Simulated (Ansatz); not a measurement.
Process, species as SMILES: S(F)F + 2 [H][H] (H2) → 2 F (HF) + S (H2S)
B3LYP-D3(BJ)/def2-TZVP geometries, fixed; electronic energies without zero-point terms.

Basis-set convergence of the energy of full hydrogenation at CCSD(T) with Ansatz (an electronic-structure program). Cartesian d functions, on some or all atoms, in 6-31G**, 6-31+G*; all else is spherical. Cores are frozen. No added dispersion term, no relativity. Functions are those of the species that has most. Reference: Hartree-Fock in aug-cc-pV(Q+d)Z plus the correlation part extrapolated as X^-3 from aug-cc-pV(T+d)Z and aug-cc-pV(Q+d)Z, -72.03 kcal/mol, itself unsure by roughly 0.39 kcal/mol (a third of the extrapolation step and of the last Hartree-Fock step). Deviations are taken from unrounded values. Cost is core time over that of 6-31+G*, rough, on shared machines of one kind; a dash marks a row that isn't timed (too short, read off another run, short of memory, by another algorithm or on other hardware).

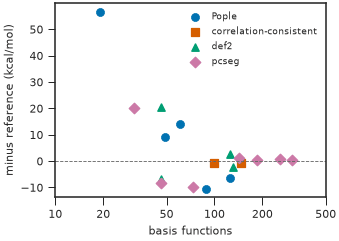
Fig. 1. Deviation from the reference against the number of basis functions, by family of sets.

```tsv
basis	functions	energy of full hydrogenation (kcal/mol)	minus reference (kcal/mol)	cost
STO-3G	19	-15.39	56.63	-
pcseg-0	31	-51.99	20.04	-
def2-SV(P)	46	-51.61	20.42	0.7×
def2-SVP	46	-78.98	-6.95	0.8×
pcseg-1	46	-80.44	-8.41	0.8×
6-31G**	49	-63.03	9.00	0.8×
6-31+G*	61	-57.96	14.07	1×
aug-pcseg-1	73	-81.83	-9.80	1×
6-311++G(2d,2p)	89	-82.46	-10.43	2×
cc-pV(T+d)Z	99	-72.66	-0.63	2×
6-311++G(3df,3pd)	125	-78.61	-6.58	4×
def2-TZVPD	126	-69.38	2.65	3×
def2-TZVPPD	131	-74.20	-2.17	4×
aug-pcseg-2	142	-70.82	1.21	5×
aug-cc-pV(T+d)Z	147	-72.74	-0.71	5×
pcseg-3	184	-71.66	0.37	10×
aug-pcseg-3	259	-71.30	0.73	30×
pcseg-4	307	-71.51	0.52	-
```
